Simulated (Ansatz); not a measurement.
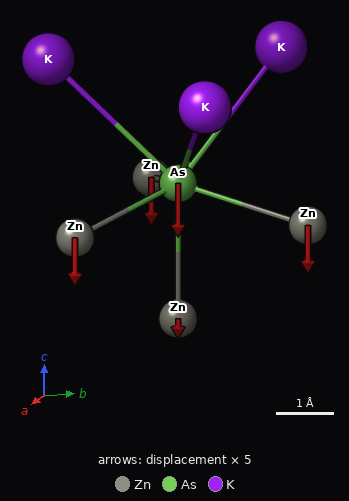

This is a relaxation of solid KZn4As3 (a generated structure, set up in R-3m). The starting structure is drawn; red arrows show the displacements (the part carried along by the change of the cell is left out), 5 times their true length.

The picture is a ball-and-stick view of the atoms within 4.2 Å of the atom that moves most (axes of the conventional cell (3 times the calculation's cell)), seen slightly off an axis. Lengths and directions refer to the drawn axes.

The start is a swapped structure.

Theory: Ansatz, DFT, PAW plane waves, PBE. Settings: plane-wave cutoff 420 eV; k-point mesh 5 × 5 × 5; occupations fermi dirac; smearing width 0.1 eV; no spin polarisation; cell and atoms relaxed; at most 60 steps.

Describe the change and its energy.

Answer. The energy falls by 19.6 meV per atom in 4 accepted moves (5 points after the start). Largest force component: 0.53 eV/Å at the start, 0.0094 eV/Å at the end. Pressure: 1.16 GPa at the start and 0.01 GPa at the end. At 1 point the geometry stayed and the basis and grid were re-selected for the new cell (energy shift of 0.4 meV per atom at most each time). The largest moves relative to the cell, 0.20 Å, are those of As atoms. Largest moves by element: As 0.20 Å, Zn 0.18 Å. K stays in place. The volume changes by +4.9 %, with a = b 4.206 → 4.223 Å (+0.4 %), c 33.780 → 35.146 Å (+4.0 %). Some distances before and after: As–K 3.187 → 3.386 Å, As–Zn 2.488 → 2.464 Å, As–Zn 2.491 → 2.501 Å. The space group stays R-3m (No. 166).
